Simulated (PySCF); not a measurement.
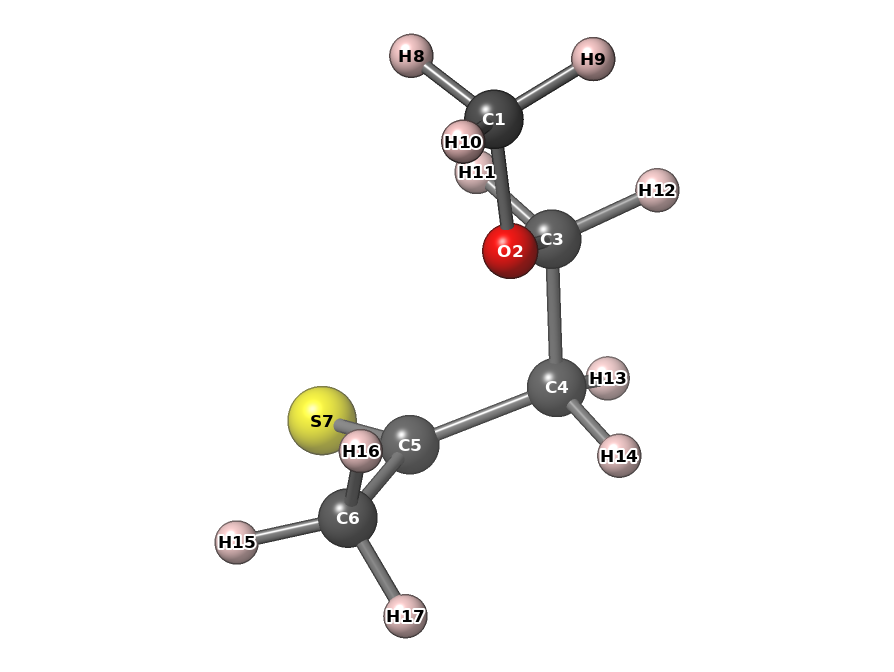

C3 lies behind O2. The molecule seen a little off the O2–C3 bond, O2 in front. Atoms fade into the background with distance from the viewer. Computed geometry: GFN2-xTB optimisation. No frequency run is at hand to confirm it as a minimum.

What is the torsion angle C1–O2–C3–C4? The sign is positive where the front bond must turn clockwise to cover the back bond.

Answer. −176°, antiperiplanar (anti).
